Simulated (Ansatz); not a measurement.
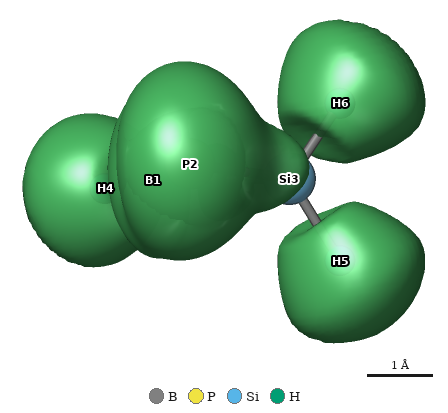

The picture shows: BH$_{3}$PSi (SMILES B1[SiH2][P]1) (doublet). Isosurface of the ELF at 0.75 (green), seen from one side. Only the valence region is drawn (cores and ρ < 0.01 e/Å³ removed).

Geometry: PBE0-D3(BJ)/def2-SVP.

Theory: isolated molecule in a Gaussian basis; Kohn-Sham density functional theory, functional PBE0 (Ansatz).

Input

```
crystal:
  periodic: [false, false, false]
  atoms:
    - {symbol: B, position_ang: [-1.323244, 0.519819, 1.683782]}
    - {symbol: P, position_ang: [-1.557030, 0.675222, -0.045915]}
    - {symbol: Si, position_ang: [-1.001812, -1.311367, 0.690443]}
    - {symbol: H, position_ang: [-1.258486, 0.804327, 2.844904]}
    - {symbol: H, position_ang: [0.377138, -1.858260, 0.534796]}
    - {symbol: H, position_ang: [-1.992505, -2.420624, 0.803990]}
basis:
  gaussian:
    orbitals: def2-TZVPD
hamiltonian:
  xc: pbe0
magnetization:
  spin_polarized: true
  initial_magnetization: 1
output: {forces: true, orbitals: {seedname: orbitals}}
```

Launched as:

```sh
ansatz run input.yaml --threads 1 --pin off --max-ram 2610MiB --events-out events.jsonl --progress --plain --runs-dir runs
```

> Describe the localisation domains.

The ELF exceeds this value in one region between bonded B–Si atoms (shared pairs), three regions around hydrogen nuclei and one region on P in which the atom's valence shell and bonds are merged.

Values along the shortest contacts:
B–P (1.75 Å): the ELF peaks at about 0.90 between the atoms; localised, covalent bonding. Si–B (2.11 Å): the ELF peaks at about 0.85 between the atoms; a shared electron pair.
